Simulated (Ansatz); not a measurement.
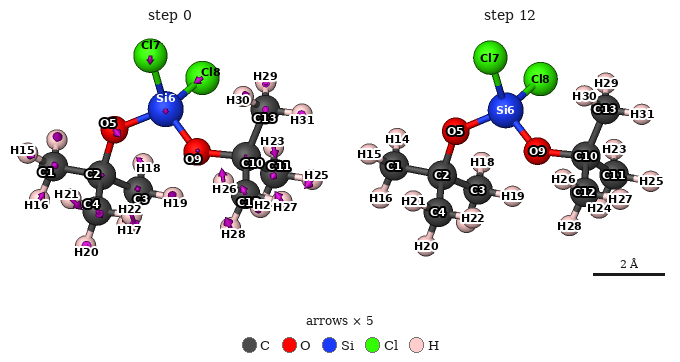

The structure of C₈H₁₈Cl₂O₂Si before (left) and after (right) a relaxation, at one scale. The purple arrows give the displacements, magnified 5 times.

A ball-and-stick model, seen at a tilt.

The start comes from PBE-D4/def2-SVP.

Computed with RKS PBE0-D4/def2-TZVP in Ansatz 0.2.0.

Input
```yaml
crystal:
  periodic: [false, false, false]
  atoms:
    - {symbol: C, position_ang: [-3.298225, -0.476230, 2.056183]}
    - {symbol: C, position_ang: [-1.893048, -0.443493, 1.449278]}
    - {symbol: C, position_ang: [-1.548960, -1.784461, 0.788783]}
    - {symbol: C, position_ang: [-0.843122, -0.054108, 2.496718]}
    - {symbol: O, position_ang: [-1.943408, 0.614647, 0.449351]}
    - {symbol: Si, position_ang: [-0.966147, 0.943009, -0.826791]}
    - {symbol: Cl, position_ang: [-1.238332, 2.946908, -1.245793]}
    - {symbol: Cl, position_ang: [-1.576478, -0.103739, -2.523159]}
    - {symbol: O, position_ang: [0.598251, 0.587201, -0.449654]}
    - {symbol: C, position_ang: [1.830992, 0.467473, -1.213070]}
    - {symbol: C, position_ang: [1.927559, -0.972340, -1.732792]}
    - {symbol: C, position_ang: [2.948603, 0.768507, -0.209784]}
    - {symbol: C, position_ang: [1.850299, 1.475259, -2.368847]}
    - {symbol: H, position_ang: [-4.047653, -0.730059, 1.280753]}
    - {symbol: H, position_ang: [-3.557341, 0.515549, 2.476080]}
    - {symbol: H, position_ang: [-3.357502, -1.230139, 2.866024]}
    - {symbol: H, position_ang: [-1.581437, -2.601818, 1.536505]}
    - {symbol: H, position_ang: [-2.269768, -2.020646, -0.018406]}
    - {symbol: H, position_ang: [-0.529580, -1.760536, 0.354095]}
    - {symbol: H, position_ang: [-0.798064, -0.808855, 3.307516]}
    - {symbol: H, position_ang: [-1.095717, 0.927105, 2.945345]}
    - {symbol: H, position_ang: [0.156332, 0.023632, 2.026784]}
    - {symbol: H, position_ang: [1.084933, -1.198816, -2.414496]}
    - {symbol: H, position_ang: [1.898743, -1.690707, -0.889293]}
    - {symbol: H, position_ang: [2.876144, -1.125044, -2.285699]}
    - {symbol: H, position_ang: [2.842107, 1.796730, 0.188769]}
    - {symbol: H, position_ang: [3.942811, 0.676692, -0.690340]}
    - {symbol: H, position_ang: [2.903341, 0.059798, 0.640789]}
    - {symbol: H, position_ang: [1.041577, 1.263275, -3.096621]}
    - {symbol: H, position_ang: [1.719483, 2.508750, -1.993088]}
    - {symbol: H, position_ang: [2.816007, 1.419355, -2.909539]}
basis:
  gaussian: {orbitals: def2-TZVP}
hamiltonian: {xc: pbe0, dispersion: d4}
relax: {f_tol: 0.005, max_steps: 150}
```

**Summarise the run.**

H22 moves most after the best rigid fit: 0.12 Å. Largest moves by element: H 0.12 Å, O 0.07 Å, C 0.07 Å, Cl 0.06 Å, Si 0.03 Å. Some distances before and after: Si6–O9 1.648 → 1.607 Å, O5–Si6 1.641 → 1.603 Å, Si6–Cl8 2.085 → 2.054 Å, Si6–Cl7 2.065 → 2.038 Å. Bond angles that change, for instance: Si6–O9–C10 134.6° → 136.6°. After 11 accepted moves (12 points after the start) the energy has fallen by 17.4 kJ/mol. The largest force component goes from 0.82 to 0.0028 eV/Å. The line search rejected the trial step at point 3 of the run. The run took about 50 s of wall time on a shared GPU.
